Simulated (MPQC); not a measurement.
**A workflow on singlet MgSH+**

Wanted: a series of 13 runs (UHF/3-21G, UHF/6-31G, UHF/6-31+G*, UHF/6-31++G**, UHF/6-311++G**, UHF/6-311++G(2d,2p), UHF/6-311++G(3df,3pd)) of HMgS. 

The calculation is run with MPQC 2.3.1.

1 further run of the same task is left out (set aside as unsound or not needed). Runs told in other sessions of the task aren't counted.

## Step 1: Starting point

The species is MgSH+ (3 atoms), meant as a singlet with charge +1. As SMILES of the parent species, `[Mg][SH]`. Geometry: relaxed at PBE0-D4/def2-TZVP. That shape belongs to the parent species and isn't relaxed for this state.

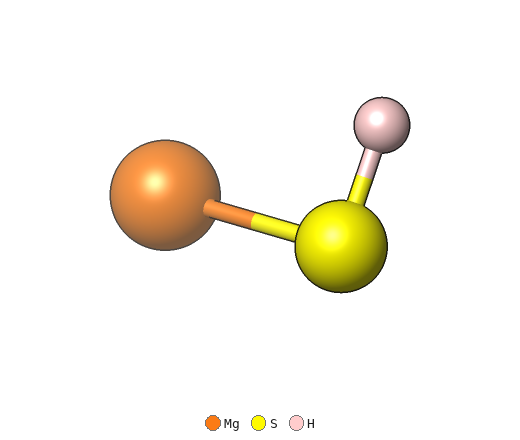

The structure, seen from a chosen angle (magnesium orange, sulfur yellow, hydrogen pink).

## Step 2: The energy at UHF/3-21G (run 1)

input.in reads:

```
% HMgS
molecule<Molecule>: (
  symmetry = c1
  unit = angstrom
  { atoms geometry } = {
    Mg [ 1.366100    -0.566400     0.678300 ]
    S  [ -0.680600    -0.418400    -0.415200 ]
    H  [ -0.696400     0.920100    -0.276400 ]
  }
)
basis<GaussianBasisSet>: (
  name = "3-21G"
  molecule = $:molecule
  basisdir = "."
  puream = yes
)
mpqc: (
  checkpoint = no
  savestate = no
  restart = no
  do_energy = yes
  do_gradient = no
  optimize = no
  mole<UHF>: (
    molecule = $:molecule
    basis = $:basis
    total_charge = 1
    multiplicity = 1
    memory = 1000000000
    print_evals = yes
    print_npa = yes
    maxiter = 70
    value_accuracy = 1e-08
    guess_wavefunction<ExtendedHuckelWfn>: (
      molecule = $:molecule
      total_charge = 1
      multiplicity = 1
      basis<GaussianBasisSet>: (
        name = "STO-3G"
        molecule = $:molecule
      )
    )
  )
)
```

The basis set 3-21G is read from a file made from the Basis Set Exchange's data (not shown).

The run is started by

```
$ mpqc input.in > input.out
```

Standard output:

```text
MPQC: Massively Parallel Quantum Chemistry
[...]
  USCF::init: total charge = 1
[...]
  iter     1 energy = -577.1141885838 delta = 3.30645e-01
[...]
  <S^2>      = -0.000000
  total scf energy = -594.3718407516
Value of the MolecularEnergy: -594.3718407516
[...]
      symmetry = c1
[...]
      nbasis = 28
[...]
    nalpha = 14
    nbeta = 14
[...]
```

It took 0.24 s on 1 thread of Arm Neoverse V2, shared host.

## Step 3: Doublet neutral MgSH: a single-point energy at UHF/6-31G (run 2)

Edit input.in of step 2 so:

```diff
@@ -11,3 +11,3 @@
 basis<GaussianBasisSet>: (
-  name = "3-21G"
+  name = "6-31G"
   molecule = $:molecule
@@ -26,4 +26,4 @@
     basis = $:basis
-    total_charge = 1
-    multiplicity = 1
+    total_charge = 0
+    multiplicity = 2
     memory = 1000000000
@@ -35,4 +35,4 @@
       molecule = $:molecule
-      total_charge = 1
-      multiplicity = 1
+      total_charge = 0
+      multiplicity = 2
       basis<GaussianBasisSet>: (
```

The basis set 6-31G is read from a file made from the Basis Set Exchange's data (not shown).

The run is started by

```
$ mpqc input.in > input.out
```

Standard output:

```text
MPQC: Massively Parallel Quantum Chemistry
[...]
  USCF::init: total charge = 0
[...]
  iter     1 energy = -582.0023784811 delta = 3.63874e-01
[...]
  <S^2>      = 0.752974
  total scf energy = -597.6848041747
Value of the MolecularEnergy: -597.6848041747
[...]
      symmetry = c1
[...]
      nbasis = 28
[...]
    nalpha = 15
    nbeta = 14
[...]
```

Run time: 0.58 s. Hardware: 1 thread of Arm Neoverse V2, shared host.

Runs 3 to 9 aren't shown in full; the table further down has their settings and results.

## Step 4: Doublet neutral MgSH: the energy at UHF/6-311++G(2d,2p) (run 10)

Edit input.in of step 3 so:

```diff
@@ -11,3 +11,3 @@
 basis<GaussianBasisSet>: (
-  name = "6-31G"
+  name = "6-311++G(2d,2p)"
   molecule = $:molecule
```

The basis set 6-311++G(2d,2p) is read from a file made from the Basis Set Exchange's data (not shown).

The run is started by

```
$ mpqc input.in > input.out
```

Standard output:

```text
MPQC: Massively Parallel Quantum Chemistry
[...]
  USCF::init: total charge = 0
[...]
  iter     1 energy = -580.1671817991 delta = 9.07016e-02
[...]
  <S^2>      = 0.752615
  total scf energy = -597.7645199725
Value of the MolecularEnergy: -597.7645199725
[...]
      symmetry = c1
[...]
      nbasis = 80
[...]
    nalpha = 15
    nbeta = 14
[...]
```

Run time: 28 s. Hardware: 1 thread of Arm Neoverse V2, shared host; peak memory 0.5 GiB.

Runs 11 to 12 aren't shown in full; the table further down has their settings and results.

## Step 5: The energy at UHF/6-311++G(3df,3pd) (run 13)

Edit input.in of step 4 so:

```diff
@@ -11,3 +11,3 @@
 basis<GaussianBasisSet>: (
-  name = "6-311++G(2d,2p)"
+  name = "6-311++G(3df,3pd)"
   molecule = $:molecule
@@ -26,4 +26,4 @@
     basis = $:basis
-    total_charge = 0
-    multiplicity = 2
+    total_charge = 1
+    multiplicity = 1
     memory = 1000000000
@@ -35,4 +35,4 @@
       molecule = $:molecule
-      total_charge = 0
-      multiplicity = 2
+      total_charge = 1
+      multiplicity = 1
       basis<GaussianBasisSet>: (
```

The basis set 6-311++G(3df,3pd) is read from a file made from the Basis Set Exchange's data (not shown).

The run is started by

```
$ mpqc input.in > input.out
```

Standard output:

```text
MPQC: Massively Parallel Quantum Chemistry
[...]
  USCF::init: total charge = 1
[...]
  iter     1 energy = -578.2508104160 delta = 7.74237e-02
[...]
  <S^2>      = -0.000000
  total scf energy = -597.5043115510
Value of the MolecularEnergy: -597.5043115510
[...]
      symmetry = c1
[...]
      nbasis = 112
[...]
    nalpha = 14
    nbeta = 14
[...]
```

Run time: 40 s. Hardware: 1 thread of Arm Neoverse V2, shared host; peak memory 0.49 GiB.

## Step 6: Overview of the runs

```
run                                level  partner  energy (Eh)  wall time
  1                            UHF/3-21G   cation  -594.371841     0.24 s
  2                            UHF/6-31G     base  -597.684804     0.58 s
  3                            UHF/6-31G   cation  -597.413154      0.4 s
  4    UHF/6-31+G* (spherical functions)     base  -597.718383      4.8 s
  5    UHF/6-31+G* (spherical functions)   cation  -597.452376      2.3 s
  6  UHF/6-31++G** (spherical functions)     base  -597.722820      7.5 s
  7  UHF/6-31++G** (spherical functions)   cation  -597.456913      3.6 s
  8                       UHF/6-311++G**     base  -597.760450       20 s
  9                       UHF/6-311++G**   cation  -597.494901       11 s
 10                  UHF/6-311++G(2d,2p)     base  -597.764520       28 s
 11                  UHF/6-311++G(2d,2p)   cation  -597.499888       20 s
 12                UHF/6-311++G(3df,3pd)     base  -597.768024       62 s
 13                UHF/6-311++G(3df,3pd)   cation  -597.504312       40 s
```

Convergence of the total energy of doublet MgSH with the basis set, against the last point:

```
        basis set  from the last (mEh)  wall time
            6-31G              +83.220     0.58 s
          6-31+G*              +49.642      4.8 s
        6-31++G**              +45.204      7.5 s
       6-311++G**               +7.574       20 s
  6-311++G(2d,2p)               +3.504       28 s
6-311++G(3df,3pd)               +0.000       62 s
```

Convergence of the vertical ionisation energy (to the singlet cation) of doublet MgSH with the basis set, against the last point:

```
        basis set  from the last (eV)  wall time
            6-31G             +0.2160     0.98 s
          6-31+G*             +0.0624      7.1 s
        6-31++G**             +0.0597       11 s
       6-311++G**             +0.0500       32 s
  6-311++G(2d,2p)             +0.0250       47 s
6-311++G(3df,3pd)             +0.0000    1.7 min
```

## Step 7: Outcome

| quantity | value |
| --- | --- |
| run 13, UHF/6-311++G(3df,3pd): total energy | -597.50431 Eh |
| vertical ionisation energy (to the singlet cation), UHF/6-31G | 7.392 eV |
| vertical ionisation energy (to the singlet cation), UHF/6-31+G* | 7.238 eV |
| vertical ionisation energy (to the singlet cation), UHF/6-31++G** | 7.236 eV |
| vertical ionisation energy (to the singlet cation), UHF/6-311++G** | 7.226 eV |
| vertical ionisation energy (to the singlet cation), UHF/6-311++G(2d,2p) | 7.201 eV |
| vertical ionisation energy (to the singlet cation), UHF/6-311++G(3df,3pd) | 7.176 eV |

In words: For the total energy of doublet MgSH to stay within 10 mEh of the last point, 6-311++G** is the first point of the series from which all later ones do (20 s against 62 s). For the vertical ionisation energy (to the singlet cation) of doublet MgSH to stay within 0.1 eV of the last point, 6-31+G* is the first point of the series from which all later ones do (7.1 s against 1.7 min). All runs together took 3.3 min, the longest 62 s.
